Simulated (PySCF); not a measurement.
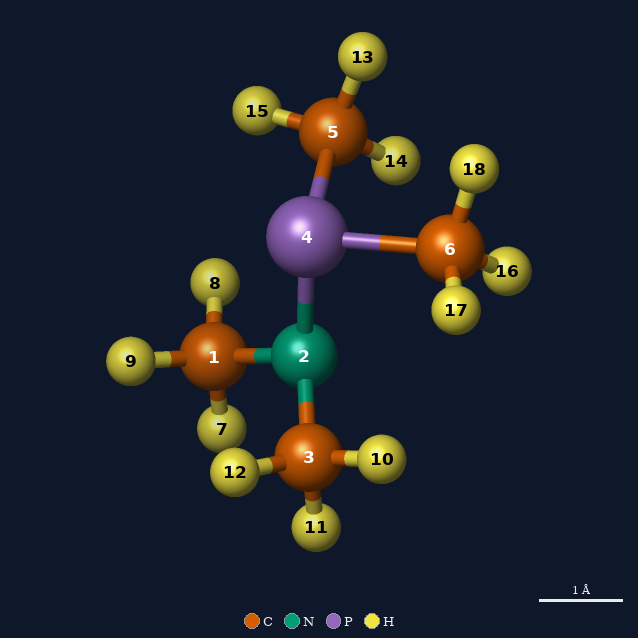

Atoms carry their numbers in the input. Computed geometry: PBE0-D3(BJ)/def2-SVP optimisation. No frequency run is at hand to confirm it as a minimum.

Give the bond lengths. Leave out bonds to hydrogen.

| bond | length (Å) | order |
| --- | --- | --- |
| C1–N2 | 1.446 | single |
| N2–C3 | 1.447 | single |
| N2–P4 | 1.770 | single |
| P4–C5 | 1.846 | single |
| P4–C6 | 1.847 | single |
